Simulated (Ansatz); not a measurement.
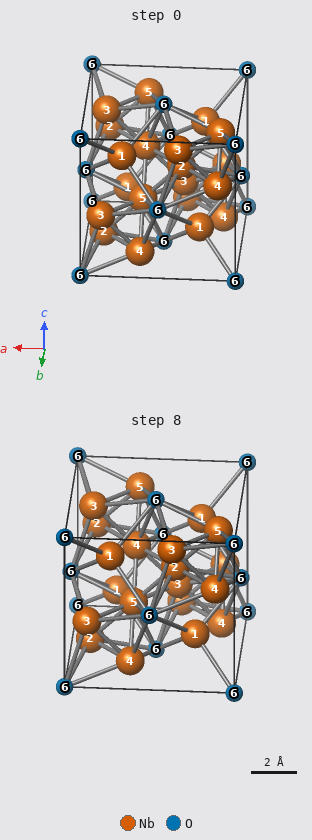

The structure of solid Nb$_{5}$O (a generated structure, set up in F-43m) (coarse preliminary run) before (top) and after (bottom) a relaxation, at one scale.

A ball-and-stick model of the conventional cell (4 times the calculation's cell), seen from a free direction. Lengths and directions refer to the drawn axes.

Computed with DFT PBE, scalar-relativistic, plane waves, PAW (Ansatz 0.2.0).

Input file:
```yaml
crystal:
  lattice:
    - [0.0, 3.48256061, 3.48256061]
    - [3.48256061, 0.0, 3.48256061]
    - [3.48256061, 3.48256061, 0.0]
  atoms:
    - { symbol: Nb, position: [0.25, 0.25, 0.25] }
    - { symbol: Nb, position: [0.62377221, 0.12868336, 0.62377221] }
    - { symbol: Nb, position: [0.62377221, 0.62377221, 0.12868336] }
    - { symbol: Nb, position: [0.62377221, 0.62377221, 0.62377221] }
    - { symbol: Nb, position: [0.12868336, 0.62377221, 0.62377221] }
    - { symbol: O, position: [0.0, 0.0, 0.0] }
basis:
  ecutwfc: 420
kpoints:
  mp_grid: { grid: [4, 4, 4] }
hamiltonian:
  xc: pbe
scf:
  occupations: { method: gaussian, width: 0.1 }
  lower_state_search: "off"
output:
  forces: true
  stress: true
  eigenvalues: true
relax:
  adjacent_minimum: "off"
  f_tol: 0.04
  max_steps: 70
  cell: { stress_tol: 0.4 }
```

Launched with:
```bash
ansatz run input.yaml --threads 1 --pin off --max-ram 2560MiB --backend cpu --events-out ev --progress --plain --runs-dir out
```

Q: What changed between the two?

A: The largest moves relative to the cell, 0.014 Å, are those of Nb2, Nb3, Nb4 and Nb5. Nb3 goes along [1 1 1]. O stays in place. The volume changes by +30.5 %, with a = b = c 6.965 → 7.612 Å (+9.3 %). Some distances before and after: Nb1–O6 3.016 → 3.296 Å, Nb2–O6 2.890 → 3.161 Å, Nb1–Nb2 2.885 → 3.150 Å, Nb2–Nb3 2.487 → 2.741 Å. The space group stays F-43m (No. 216). The energy falls by 545 meV per atom in 6 accepted moves (8 points after the start). Largest force component: 0.76 eV/Å at the start, 0.00072 eV/Å at the end. The pressure goes from 50.27 to 0.09 GPa. The SCF was repeated twice at an unchanged geometry on a basis and grid sized afresh for the cell, which shifted the energy by 14.9 meV per atom at most.
